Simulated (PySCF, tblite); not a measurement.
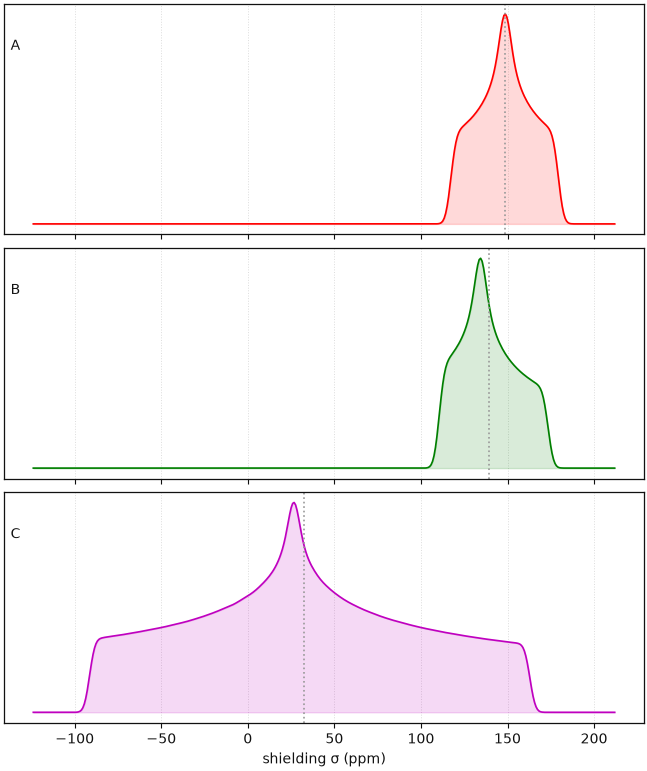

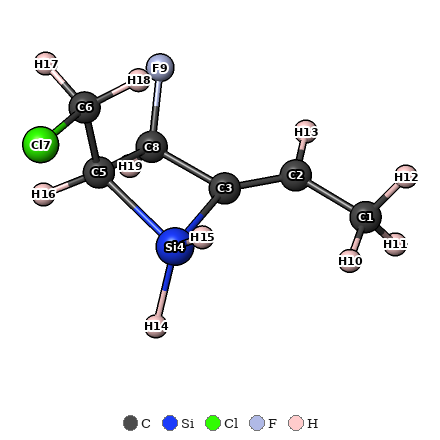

Static powder patterns (¹³C) from GIAO shielding tensors of C₆H₁₀ClFSi, SMILES C/C=C1\[SiH2][C@@H](CCl)[C@H]1F, PBE0/pcSseg-1 with PySCF, at a GFN2-xTB geometry (a minimum by its frequencies); absolute shielding, one fixed geometry of the isolated molecule without any motion, no dipolar terms. The dotted line is the isotropic value; skew is 3(σiso − σ22)/span.

### The panels belong to C2, C5 and C6. Which is which?

panel A: C5, σ11, σ22, σ33 = 117, 149, 179 ppm, isotropic 148, span 62 ppm, skew −0.01; panel B: C6, σ11, σ22, σ33 = 110, 134, 173 ppm, isotropic 139, span 63 ppm, skew 0.24; panel C: C2, σ11, σ22, σ33 = −91, 27, 163 ppm, isotropic 33, span 254 ppm, skew 0.07.

Note: the tight-binding geometry is rougher than a DFT one and adds to the error; one conformer of a flexible molecule.
